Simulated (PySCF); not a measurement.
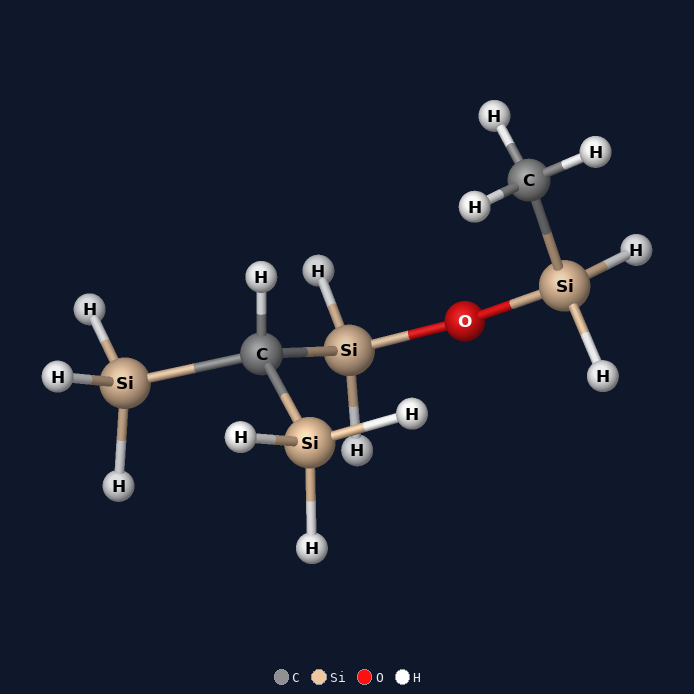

Computed geometry: GFN2-xTB optimisation. No frequency run is at hand to confirm it as a minimum. Properties computed with PBE0/pcSseg-1, gas phase (PySCF 2.14.0).

Q: What is the HOMO–LUMO gap?

A: 8.36 eV.

Q: Estimate the HOMO energy (Kohn–Sham orbital).

A: −8.22 eV.

Q: Give the dipole moment at this level.

A: 1.25 D.

The geometry is semi-empirical. Around Si such bond lengths and angles can be off by a tenth of an ångström or more and by several degrees, and values that hang on the shape move with them.
